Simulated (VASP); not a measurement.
Band structure of SnF$_{4}$ (space group I4/mmm). Level of theory: r2SCAN meta-GGA, VASP's PBE PAW potentials (set 64) (plane waves; VASP 6.6.1).

Unless said otherwise, spin-orbit coupling is left out, though it shifts the bands of the heavy elements here.

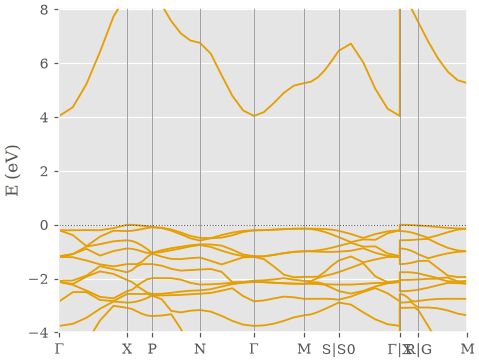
Figure. Bands along high-symmetry lines, zero at the valence-band maximum or, without a gap, the Fermi level

### Question
Read the plot: is there a gap, and where are the band edges?

### Answer
The gap is indirect, 4.04 eV, from the valence maximum at X to the conduction minimum at Γ.

The structure comes from a computed database's SnF4 entry (I4/mmm); how it stands against other phases isn't given here. It was relaxed first.
